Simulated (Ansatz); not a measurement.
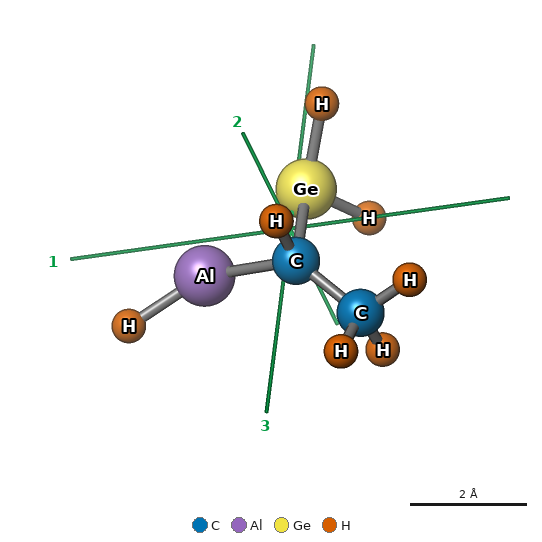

The three principal axes of inertia are drawn and numbered. Atoms fade into the background with distance from the viewer. The computed structure is the end point of a PBE0-D4/def2-TZVP optimisation. No frequency run is at hand to confirm it as a minimum. Masses are those of the most abundant isotopes; constants are for the rigid equilibrium geometry.

**Which line is the a axis (least moment of inertia), which b and which c?**

a is line 3, b is line 1, c is line 2; the moments are 119, 171, 271 u Å².

**What kind of rotor is it, and what are its rotational constants in cm⁻¹?**

An asymmetric top (C1): A = 0.141, B = 0.0988, C = 0.0622 cm⁻¹. Ray's parameter κ is −0.07, midway between the limits.
